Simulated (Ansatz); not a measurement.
**AlBrH2O2: two geometries relaxed**

Aim: relax the geometries before and after the reaction (1,2-elimination), and see whether they are two minima and how far apart in energy. Meant to form: H4–Br2; to break: Al1–Br2, H4–O3. The start is a guess near the saddle point, from which both ends are pulled out.

Method: UKS PBE/def2-SVPD, in Ansatz 0.2.0.

## (1) The starting structure

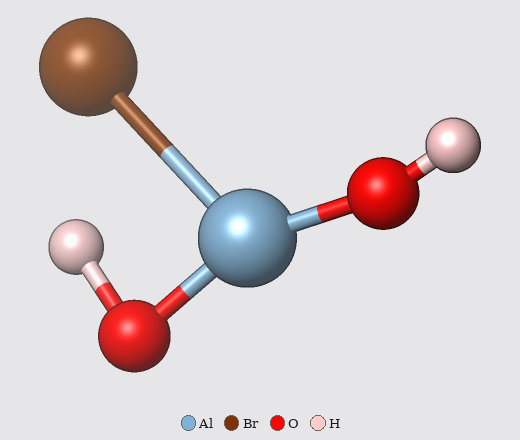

The starting structure, seen from a chosen angle (aluminium light blue, bromine brown, oxygen red, hydrogen pink).

Structure file:

```xyz
6

Al   -0.3890    0.1985    0.0634
Br    1.8346   -1.1345   -1.0266
O    -0.9718    0.1142   -1.4606
H     0.1018   -0.4840   -1.7697
O    -0.4084    0.5810    1.6438
H    -0.1672    0.7248    2.5496
```

## (2) A restrained relaxation towards end A

Springs on the bonds that form and break draw the guess towards this end; the thresholds are loose.

Contents of input.yaml:

```yaml
crystal:
  periodic: [false, false, false]
  atoms:
    - { symbol: Al, position_ang: [-0.389, 0.1985, 0.0634] }
    - { symbol: Br, position_ang: [1.8346, -1.1345, -1.0266] }
    - { symbol: O, position_ang: [-0.9718, 0.1142, -1.4606] }
    - { symbol: H, position_ang: [0.1018, -0.484, -1.7697] }
    - { symbol: O, position_ang: [-0.4084, 0.581, 1.6438] }
    - { symbol: H, position_ang: [-0.1672, 0.7248, 2.5496] }
magnetization:
  spin_polarized: true
basis:
  gaussian: { orbitals: def2-SVPD }
hamiltonian:
  xc: pbe
relax:
  f_tol: 0.15
  max_steps: 25
  restrain:
    - { distance: [3, 1], at: 2.81, k: 30.0 }
    - { distance: [0, 1], at: 2.41, k: 30.0 }
    - { distance: [3, 2], at: 0.97, k: 30.0 }
output:
  orbitals: {}
```

On the command line:

```
$ ansatz run input.yaml --threads 4 --pin off --max-ram 5120MiB --backend cpu --events-out ev --progress --plain --runs-dir out
```

Output, cut to the lines that bear on the results:

```text
Warning: RAYON_NUM_THREADS=4 ignored (pool sized by the plan → 4); use --threads N
[...]
Functional definition: PBE
[...]
1166 factors; their error is unknown
[...]
mean field -80740.69491025 eV, -2967.1658099431 hartree, gradient 1.1e-5 eV, S^2 0.000000; 0 other end points of the search recorded, 0 dependent functions left out
[...]
reference -80740.69495969 eV, -2967.1658117600 hartree; 33, 33 occupied and 94, 94 virtual orbitals, 1166 factors
relax step   1: F+E_penalty+E_count = -80740.69491025 eV  Δ(F+E_penalty+E_count) = +0.000e0 eV  max|allowed force component| = 2.627e0 eV/Å  E_restraint = 13.73022152 eV  max|allowed force component, restraints' pulls added| = 3.127e1 eV/Å  Δτ_max = 0.0000 Å  (33 SCF iters, accepted)
[...]
relax step   6: F+E_penalty+E_count = -80742.81811062 eV  Δ(F+E_penalty+E_count) = -1.009e-1 eV  max|allowed force component| = 6.432e-1 eV/Å  E_restraint = 0.02652513 eV  max|allowed force component, restraints' pulls added| = 3.309e-1 eV/Å  Δτ_max = 0.1429 Å  (35 SCF iters, accepted)
[...]
relax step   7: F+E_penalty+E_count = -80742.84363614 eV  Δ(F+E_penalty+E_count) = -2.553e-2 eV  max|allowed force component| = 9.595e-1 eV/Å  E_restraint = 0.02694716 eV  max|allowed force component, restraints' pulls added| = 1.021e-1 eV/Å  Δτ_max = 0.0960 Å  (32 SCF iters, accepted)
  distance H 3 - Br 1 = 2.8283 Å
  distance Al 0 - Br 1 = 2.3723 Å
  distance H 3 - O 2 = 0.9764 Å
1166 factors; their error is unknown
mean field -80742.84363614 eV, -2967.2447741632 hartree, gradient 5.7e-6 eV, S^2 0.000000; 1 other end points of the search recorded, 0 dependent functions left out
[...]
reference -80742.84368664 eV, -2967.2447760189 hartree; 33, 33 occupied and 94, 94 virtual orbitals, 1166 factors
Total energy: -80742.84368664 eV, -2967.2447760189 hartree
Atom 0 at    -0.057932     0.038173     0.049413 Å, force     0.959541    -0.506233    -0.190750 eV/Å
Atom 1 at     1.943998    -1.076644    -0.564781 Å, force    -0.575689     0.405862     0.527399 eV/Å
Atom 2 at    -0.966422     0.121141    -1.406905 Å, force    -0.105013     0.060439     0.040435 eV/Å
Atom 3 at    -0.356584    -0.322633    -2.026954 Å, force    -0.288028     0.033647    -0.426274 eV/Å
Atom 4 at    -0.544017     0.644882     1.569022 Å, force    -0.012612     0.012012     0.023019 eV/Å
Atom 5 at    -0.019043     0.595081     2.380105 Å, force     0.021802    -0.005728     0.026171 eV/Å
Dipole moment:     0.157645    -0.004217     0.289463 e Å
```

Wall time 28 s (4 threads of Arm Neoverse N1, shared host); peak memory 0.22 GiB.

Relaxation path:

```tsv
step	energy from step 1 (eV)	largest force component (eV/Å)
1	0.0000	2.6271
2	-0.8336	2.7645
3	-1.4959	2.1463
4	-2.0179	0.8702
5	-2.0223	1.2836
6	-2.1232	0.6432
7	-2.1487	0.9595
```

Step 1 is the start. Energies and forces in the table leave out the springs, which the log lists apart; the run stops on the force with the springs' pull added.

After: Bond lengths: Al1–Br2 2.372 Å, Al1–O3 1.718 Å, O3–H4 0.976 Å, Al1–O5 1.707 Å, O5–H6 0.967 Å. Angles: Br2–Al1–O3 104.4°, Br2–Al1–O5 129.6°, O3–Al1–O5 125.9°, Al1–O3–H4 100.7°, Al1–O5–H6 125.0°.

Pairs that crossed the distance rule for bonds on the way: came closer O3–H4.

## (3) End point A

It starts where the restrained run ended.

Contents of input.yaml:

```yaml
crystal:
  periodic: [false, false, false]
  atoms:
    - { symbol: Al, position_ang: [-0.057932, 0.038173, 0.049413] }
    - { symbol: Br, position_ang: [1.943998, -1.076644, -0.564781] }
    - { symbol: O, position_ang: [-0.966422, 0.121141, -1.406905] }
    - { symbol: H, position_ang: [-0.356584, -0.322633, -2.026954] }
    - { symbol: O, position_ang: [-0.544017, 0.644882, 1.569022] }
    - { symbol: H, position_ang: [-0.019043, 0.595081, 2.380105] }
magnetization:
  spin_polarized: true
basis:
  gaussian: { orbitals: def2-SVPD }
hamiltonian:
  xc: pbe
relax:
  f_tol: 0.03
  max_steps: 50
output:
  orbitals: {}
```

On the command line:

```
$ ansatz run input.yaml --threads 4 --pin off --max-ram 5120MiB --backend cpu --events-out ev --progress --plain --runs-dir out
```

Output, cut to the lines that bear on the results:

```text
Warning: RAYON_NUM_THREADS=4 ignored (pool sized by the plan → 4); use --threads N
[...]
[... 1 set-up line as earlier in the session ...]
[...]
1166 factors; their error is unknown
[...]
mean field -80742.84363832 eV, -2967.2447742431 hartree, gradient 5.3e-5 eV, S^2 0.000000; 0 other end points of the search recorded, 0 dependent functions left out
[...]
reference -80742.84368920 eV, -2967.2447761128 hartree; 33, 33 occupied and 94, 94 virtual orbitals, 1166 factors
relax step   1: F+E_penalty+E_count = -80742.84363832 eV  Δ(F+E_penalty+E_count) = +0.000e0 eV  max|allowed force component| = 9.597e-1 eV/Å  Δτ_max = 0.0000 Å  (30 SCF iters, accepted)
[...]
relax step   5: F+E_penalty+E_count = -80743.08535293 eV  Δ(F+E_penalty+E_count) = -1.509e-2 eV  max|allowed force component| = 1.826e-1 eV/Å  Δτ_max = 0.0812 Å  (36 SCF iters, accepted)
[...]
relax step   6: F+E_penalty+E_count = -80743.08808227 eV  Δ(F+E_penalty+E_count) = -2.729e-3 eV  max|allowed force component| = 1.679e-2 eV/Å  Δτ_max = 0.0280 Å  (31 SCF iters, accepted)
1166 factors; their error is unknown
[...]
mean field -80743.08808227 eV, -2967.2537573925 hartree, gradient 6.4e-6 eV, S^2 0.000000; 1 other end points of the search recorded, 0 dependent functions left out
[...]
reference -80743.08813243 eV, -2967.2537592359 hartree; 33, 33 occupied and 94, 94 virtual orbitals, 1166 factors
Total energy: -80743.08813243 eV, -2967.2537592359 hartree
Atom 0 at     0.078798    -0.039370    -0.006549 Å, force     0.010410    -0.005796    -0.000255 eV/Å
Atom 1 at     2.103742    -1.051066    -0.170432 Å, force    -0.000023     0.000128    -0.000607 eV/Å
Atom 2 at    -0.964917     0.130068    -1.358121 Å, force    -0.011896     0.001083    -0.016757 eV/Å
Atom 3 at    -0.732295    -0.198439    -2.238680 Å, force     0.003995    -0.002018    -0.002038 eV/Å
Atom 4 at    -0.499172     0.600969     1.476881 Å, force    -0.008032     0.009347     0.016786 eV/Å
Atom 5 at     0.013844     0.557839     2.296801 Å, force     0.005547    -0.002745     0.002871 eV/Å
Dipole moment:     0.187806    -0.093446    -0.015470 e Å
```

Wall time 24 s (4 threads of Arm Neoverse N1, shared host); peak memory 0.22 GiB.

The steps of the relaxation:

```tsv
step	energy from step 1 (eV)	largest force component (eV/Å)
1	0.0000	0.9597
2	-0.1417	0.4864
3	-0.1865	0.6852
4	-0.2266	0.3768
5	-0.2417	0.1826
6	-0.2444	0.0168
```

Step 1 is the start.

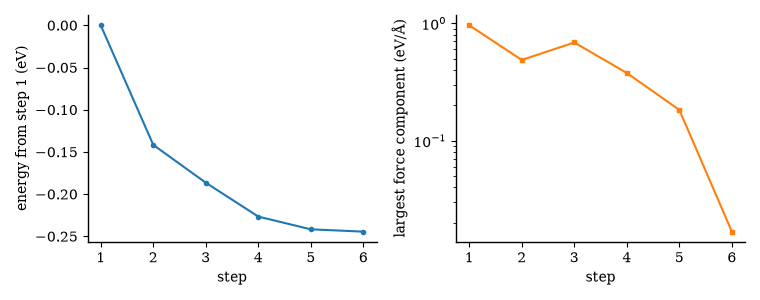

How energy and force went from step to step.

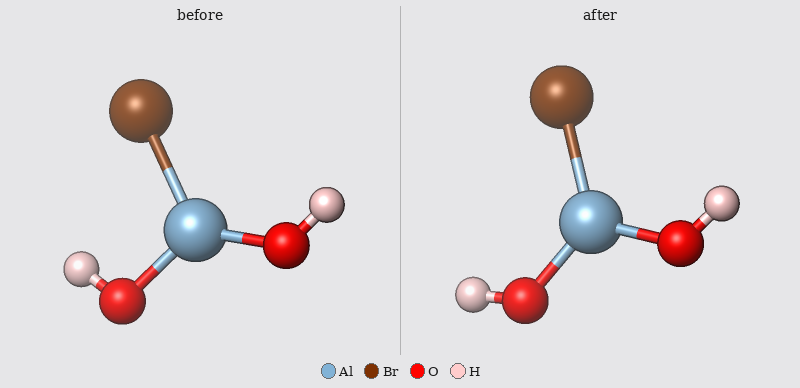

Before and after, at one scale.

After: Bond lengths: Al1–Br2 2.270 Å, Al1–O3 1.716 Å, O3–H4 0.968 Å, Al1–O5 1.716 Å, O5–H6 0.968 Å. Angles: Br2–Al1–O3 122.0°, Br2–Al1–O5 122.0°, O3–Al1–O5 116.1°, Al1–O3–H4 122.5°, Al1–O5–H6 122.5°.

## (4) A restrained relaxation towards end B

Springs on the bonds that form and break draw the guess towards this end; the thresholds are loose.

Contents of input.yaml:

```yaml
crystal:
  periodic: [false, false, false]
  atoms:
    - { symbol: Al, position_ang: [-0.389, 0.1985, 0.0634] }
    - { symbol: Br, position_ang: [1.8346, -1.1345, -1.0266] }
    - { symbol: O, position_ang: [-0.9718, 0.1142, -1.4606] }
    - { symbol: H, position_ang: [0.1018, -0.484, -1.7697] }
    - { symbol: O, position_ang: [-0.4084, 0.581, 1.6438] }
    - { symbol: H, position_ang: [-0.1672, 0.7248, 2.5496] }
magnetization:
  spin_polarized: true
basis:
  gaussian: { orbitals: def2-SVPD }
hamiltonian:
  xc: pbe
relax:
  f_tol: 0.15
  max_steps: 25
  restrain:
    - { distance: [3, 1], at: 1.51, k: 30.0 }
    - { distance: [0, 1], at: 3.71, k: 30.0 }
    - { distance: [3, 2], at: 2.27, k: 30.0 }
```

On the command line:

```
$ ansatz run input.yaml --threads 4 --pin off --max-ram 5120MiB --backend cpu --events-out ev --progress --plain --runs-dir out
```

Output:

```text
Warning: RAYON_NUM_THREADS=4 ignored (pool sized by the plan → 4); use --threads N
The last accepted step is kept in <dir> (removed where the run ends without a failure and the disk answers)
Engine: ansatz 0.2.0, aarch64-unknown-linux-gnu
[... 1 set-up line as earlier in the session ...]
  parameter kappa = 0.804
  parameter beta = 0.06672455060314922
  exchange = pbe_x(kappa = kappa, mu = beta*pi^2/3)
  correlation = pbe_c(beta = beta)
1166 factors; their error is unknown
mean field evaluation 1: about -80724.9612 eV, gradient 6.6e1 eV
mean field evaluation 2: about -80584.2620 eV, gradient 1.6e2 eV
mean field evaluation 4: about -80739.1471 eV, gradient 2.0e1 eV
mean field evaluation 8: about -80740.7555 eV, gradient 3.9e-1 eV
mean field evaluation 16: about -80740.6949 eV, gradient 7.8e-4 eV
mean field -80740.69491025 eV, -2967.1658099431 hartree, gradient 1.1e-5 eV, S^2 0.000000; 0 other end points of the search recorded, 0 dependent functions left out
the calculation of the forces begins
reference -80740.69495969 eV, -2967.1658117600 hartree; 33, 33 occupied and 94, 94 virtual orbitals, 1166 factors
relax step   1: F+E_penalty+E_count = -80740.69491025 eV  Δ(F+E_penalty+E_count) = +0.000e0 eV  max|allowed force component| = 2.627e0 eV/Å  E_restraint = 30.68872825 eV  max|allowed force component, restraints' pulls added| = 3.565e1 eV/Å  Δτ_max = 0.0000 Å  (33 SCF iters, accepted)
  distance H 3 - Br 1 = 1.9945 Å
  distance Al 0 - Br 1 = 2.8124 Å
  distance H 3 - O 2 = 1.2673 Å
these checks for a lower state are left out or cut short: starts, cluster_reference, orbital_swaps, neighbouring_geometries, increment
1166 factors; their error is unknown
mean field -80739.67999896 eV, -2967.1285126411 hartree, gradient 1.3e-5 eV, S^2 0.000000; 0 other end points of the search recorded, 0 dependent functions left out
the calculation of the forces begins
reference -80739.68004873 eV, -2967.1285144700 hartree; 33, 33 occupied and 94, 94 virtual orbitals, 1166 factors
relax step   2: F+E_penalty+E_count = -80739.67999896 eV  Δ(F+E_penalty+E_count) = +1.015e0 eV  max|allowed force component| = 1.946e0 eV/Å  E_restraint = 14.91476624 eV  max|allowed force component, restraints' pulls added| = 2.597e1 eV/Å  Δτ_max = 0.1974 Å  (37 SCF iters, accepted)
  distance H 3 - Br 1 = 1.8384 Å
  distance Al 0 - Br 1 = 3.0747 Å
  distance H 3 - O 2 = 1.5751 Å
these checks for a lower state are left out or cut short: starts, cluster_reference, orbital_swaps, neighbouring_geometries, increment
1166 factors; their error is unknown
mean field evaluation 32: about -80739.3447 eV, gradient 6.8e-2 eV
mean field -80739.34469111 eV, -2967.1161903050 hartree, gradient 9.0e-6 eV, S^2 0.000000; 0 other end points of the search recorded, 0 dependent functions left out
the calculation of the forces begins
reference -80739.34474166 eV, -2967.1161921624 hartree; 33, 33 occupied and 94, 94 virtual orbitals, 1166 factors
relax step   3: F+E_penalty+E_count = -80739.34469111 eV  Δ(F+E_penalty+E_count) = +3.353e-1 eV  max|allowed force component| = 3.196e0 eV/Å  E_restraint = 5.32853402 eV  max|allowed force component, restraints' pulls added| = 1.494e1 eV/Å  Δτ_max = 0.1950 Å  (39 SCF iters, accepted)
  distance H 3 - Br 1 = 1.6736 Å
  distance Al 0 - Br 1 = 3.2831 Å
  distance H 3 - O 2 = 1.8876 Å
these checks for a lower state are left out or cut short: starts, cluster_reference, orbital_swaps, neighbouring_geometries, increment
1166 factors; their error is unknown
mean field -80739.37118093 eV, -2967.1171637879 hartree, gradient 2.3e-5 eV, S^2 0.000000; 0 other end points of the search recorded, 0 dependent functions left out
the calculation of the forces begins
reference -80739.37123275 eV, -2967.1171656921 hartree; 33, 33 occupied and 94, 94 virtual orbitals, 1166 factors
relax step   4: F+E_penalty+E_count = -80739.37118093 eV  Δ(F+E_penalty+E_count) = -2.649e-2 eV  max|allowed force component| = 1.940e0 eV/Å  E_restraint = 0.50051040 eV  max|allowed force component, restraints' pulls added| = 4.167e0 eV/Å  Δτ_max = 0.1950 Å  (38 SCF iters, accepted)
  distance H 3 - Br 1 = 1.5250 Å
  distance Al 0 - Br 1 = 3.5472 Å
  distance H 3 - O 2 = 2.1885 Å
these checks for a lower state are left out or cut short: starts, cluster_reference, orbital_swaps, neighbouring_geometries, increment
1166 factors; their error is unknown
mean field -80739.40801650 eV, -2967.1185174700 hartree, gradient 1.5e-5 eV, S^2 0.000000; 0 other end points of the search recorded, 0 dependent functions left out
the calculation of the forces begins
reference -80739.40806852 eV, -2967.1185193817 hartree; 33, 33 occupied and 94, 94 virtual orbitals, 1166 factors
relax step   5: F+E_penalty+E_count = -80739.40801650 eV  Δ(F+E_penalty+E_count) = -3.684e-2 eV  max|allowed force component| = 1.303e0 eV/Å  E_restraint = 0.01166902 eV  max|allowed force component, restraints' pulls added| = 1.303e0 eV/Å  Δτ_max = 0.2000 Å  (38 SCF iters, accepted)
  distance H 3 - Br 1 = 1.4861 Å
  distance Al 0 - Br 1 = 3.7228 Å
  distance H 3 - O 2 = 2.2634 Å
these checks for a lower state are left out or cut short: starts, cluster_reference, orbital_swaps, neighbouring_geometries, increment
1166 factors; their error is unknown
mean field -80739.46367178 eV, -2967.1205627639 hartree, gradient 1.2e-5 eV, S^2 0.000000; 0 other end points of the search recorded, 0 dependent functions left out
the calculation of the forces begins
reference -80739.46372440 eV, -2967.1205646974 hartree; 33, 33 occupied and 94, 94 virtual orbitals, 1166 factors
relax step   6: F+E_penalty+E_count = -80739.46367178 eV  Δ(F+E_penalty+E_count) = -5.566e-2 eV  max|allowed force component| = 5.722e-1 eV/Å  E_restraint = 0.00890633 eV  max|allowed force component, restraints' pulls added| = 2.987e-1 eV/Å  Δτ_max = 0.1121 Å  (39 SCF iters, accepted)
  distance H 3 - Br 1 = 1.4878 Å
  distance Al 0 - Br 1 = 3.7163 Å
  distance H 3 - O 2 = 2.2622 Å
these checks for a lower state are left out or cut short: starts, cluster_reference, orbital_swaps, neighbouring_geometries, increment
1166 factors; their error is unknown
mean field evaluation 64: about -80739.4737 eV, gradient 2.4e-4 eV
mean field -80739.47370948 eV, -2967.1209316426 hartree, gradient 7.5e-6 eV, S^2 0.000000; 0 other end points of the search recorded, 0 dependent functions left out
the calculation of the forces begins
reference -80739.47376228 eV, -2967.1209335828 hartree; 33, 33 occupied and 94, 94 virtual orbitals, 1166 factors
relax step   7: F+E_penalty+E_count = -80739.47370948 eV  Δ(F+E_penalty+E_count) = -1.004e-2 eV  max|allowed force component| = 6.151e-1 eV/Å  E_restraint = 0.00762550 eV  max|allowed force component, restraints' pulls added| = 5.103e-2 eV/Å  Δτ_max = 0.0691 Å  (34 SCF iters, accepted)
  distance H 3 - Br 1 = 1.4905 Å
  distance Al 0 - Br 1 = 3.7056 Å
  distance H 3 - O 2 = 2.2596 Å
1166 factors; their error is unknown
mean field -80739.47370948 eV, -2967.1209316426 hartree, gradient 8.2e-6 eV, S^2 0.000000; 1 other end points of the search recorded, 0 dependent functions left out
the calculation of the forces begins
reference -80739.47376228 eV, -2967.1209335828 hartree; 33, 33 occupied and 94, 94 virtual orbitals, 1166 factors
Total energy: -80739.47376228 eV, -2967.1209335828 hartree
Atom 0 at    -0.848948     0.455755     0.205110 Å, force     0.077438    -0.043311    -0.010253 eV/Å
Atom 1 at     2.024893    -1.299596    -1.341163 Å, force    -0.615071     0.261993    -0.143679 eV/Å
Atom 2 at    -1.226837     0.248209    -1.375734 Å, force     0.287467    -0.146199    -0.048277 eV/Å
Atom 3 at     0.719068    -0.796167    -1.853908 Å, force     0.249717    -0.056082     0.274276 eV/Å
Atom 4 at    -0.690138     0.783584     1.867694 Å, force    -0.040446     0.007862    -0.051030 eV/Å
Atom 5 at     0.021961     0.608214     2.497901 Å, force     0.040896    -0.024264    -0.021037 eV/Å
Dipole moment:     0.204223     0.124142     0.884263 e Å
```

Wall time 28 s (4 threads of Arm Neoverse N1, shared host); peak memory 0.22 GiB.

The steps of the relaxation:

```tsv
step	energy from step 1 (eV)	largest force component (eV/Å)
1	0.0000	2.6271
2	1.0149	1.9463
3	1.3502	3.1957
4	1.3237	1.9403
5	1.2869	1.3027
6	1.2312	0.5722
7	1.2212	0.6151
```

Step 1 is the start. Energies and forces in the table leave out the springs, which the log lists apart; the run stops on the force with the springs' pull added.

After: Bond lengths: Al1–O3 1.639 Å, Br2–H4 1.490 Å, Al1–O5 1.702 Å, O5–H6 0.967 Å. Angles: O3–Al1–O5 171.2°, Al1–O5–H6 132.1°.

Pairs that crossed the distance rule for bonds on the way: came closer Br2–H4; moved apart Al1–Br2.

## (5) End point B

It starts where the restrained run ended.

Contents of input.yaml:

```yaml
crystal:
  periodic: [false, false, false]
  atoms:
    - { symbol: Al, position_ang: [-0.848948, 0.455755, 0.20511] }
    - { symbol: Br, position_ang: [2.024893, -1.299596, -1.341163] }
    - { symbol: O, position_ang: [-1.226837, 0.248209, -1.375734] }
    - { symbol: H, position_ang: [0.719068, -0.796167, -1.853908] }
    - { symbol: O, position_ang: [-0.690138, 0.783584, 1.867694] }
    - { symbol: H, position_ang: [0.021961, 0.608214, 2.497901] }
magnetization:
  spin_polarized: true
basis:
  gaussian: { orbitals: def2-SVPD }
hamiltonian:
  xc: pbe
relax:
  f_tol: 0.03
  max_steps: 50
```

On the command line:

```
$ ansatz run input.yaml --threads 4 --pin off --max-ram 5120MiB --backend cpu --events-out ev --progress --plain --runs-dir out
```

Output, cut to the lines that bear on the results:

```text
Warning: RAYON_NUM_THREADS=4 ignored (pool sized by the plan → 4); use --threads N
[...]
[... 1 set-up line as earlier in the session ...]
[...]
1166 factors; their error is unknown
[...]
mean field -80739.47371504 eV, -2967.1209318468 hartree, gradient 8.6e-6 eV, S^2 0.000000; 0 other end points of the search recorded, 0 dependent functions left out
[...]
reference -80739.47376786 eV, -2967.1209337881 hartree; 33, 33 occupied and 94, 94 virtual orbitals, 1166 factors
relax step   1: F+E_penalty+E_count = -80739.47371504 eV  Δ(F+E_penalty+E_count) = +0.000e0 eV  max|allowed force component| = 6.151e-1 eV/Å  Δτ_max = 0.0000 Å  (34 SCF iters, accepted)
[...]
relax step   4: F+E_penalty+E_count = -80740.06100420 eV  Δ(F+E_penalty+E_count) = -2.773e-1 eV  max|allowed force component| = 2.766e0 eV/Å  Δτ_max = 0.1949 Å  (38 SCF iters, accepted)
[...]
1166 factors; their error is unknown
[...]
mean field -80743.08805486 eV, -2967.2537563855 hartree, gradient 5.9e-6 eV, S^2 0.000000; 1 other end points of the search recorded, 0 dependent functions left out
[...]
reference -80743.08810504 eV, -2967.2537582293 hartree; 33, 33 occupied and 94, 94 virtual orbitals, 1166 factors
Total energy: -80743.08810504 eV, -2967.2537582293 hartree
Atom 0 at     0.075211    -0.039189    -0.003916 Å, force     0.005782     0.018653    -0.006105 eV/Å
Atom 1 at     2.110800    -1.036333    -0.118547 Å, force    -0.001519    -0.006593     0.001007 eV/Å
Atom 2 at    -0.938472     0.113743    -1.381328 Å, force    -0.005409    -0.005858     0.011447 eV/Å
Atom 3 at    -0.684015    -0.230575    -2.249695 Å, force     0.004065    -0.000781    -0.010098 eV/Å
Atom 4 at    -0.530659     0.618054     1.461962 Å, force    -0.005004    -0.008440     0.003549 eV/Å
Atom 5 at    -0.032867     0.574299     2.291423 Å, force     0.002083     0.003019     0.000200 eV/Å
Dipole moment:     0.186013    -0.101791    -0.008651 e Å
```

It took 50 s on 4 threads of Arm Neoverse N1, shared host; peak memory 0.21 GiB.

The steps of the relaxation:

```tsv
step	energy from step 1 (eV)	largest force component (eV/Å)
1	0.0000	0.6151
2	-0.1560	0.6489
3	-0.3099	1.9335
4	-0.5873	2.7661
5	-1.0848	2.7830
6	-2.1609	1.5021
7	-2.8032	1.2008
8	-3.2136	0.6616
9	-3.4538	0.4833
10	-3.5576	0.6190
11	-3.6099	0.2941
12	-3.6135	0.1520
13	-3.6143	0.0187
```

Step 1 is the start.

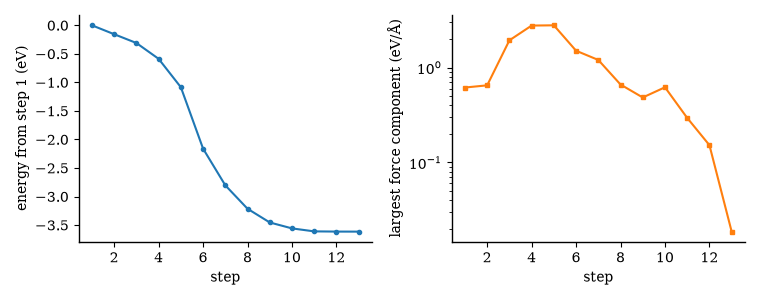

How energy and force went from step to step.

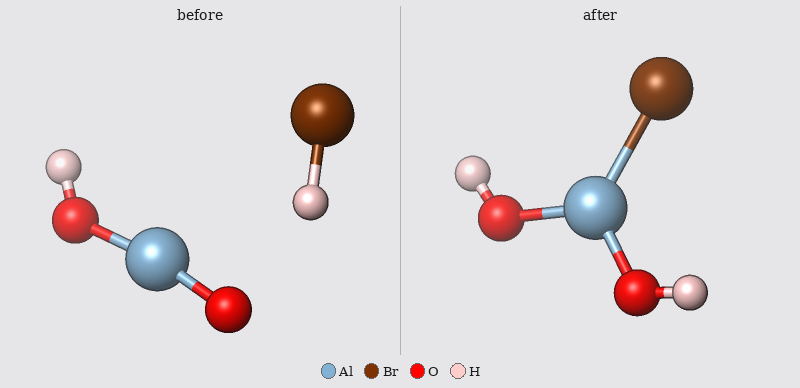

Before and after, at one scale.

After: Bond lengths: Al1–Br2 2.270 Å, Al1–O3 1.717 Å, O3–H4 0.968 Å, Al1–O5 1.717 Å, O5–H6 0.968 Å. Angles: Br2–Al1–O3 121.9°, Br2–Al1–O5 121.9°, O3–Al1–O5 116.3°, Al1–O3–H4 122.2°, Al1–O5–H6 122.2°.

Pairs that crossed the distance rule for bonds on the way: came closer Al1–Br2, O3–H4; moved apart Br2–H4.

## (6) Results

| quantity | value |
| --- | --- |
| end A | 5 moves, 0.244 eV lower |
| end B | 12 moves, 3.614 eV lower |
| largest difference between the ends | 0.01 Å |
| end B relative to end A | +0.000 eV |

Both starts fell into the same minimum (no atom differs by more than 0.01 Å), so from this start no second minimum was found and no band was run; another arrangement could still be one.
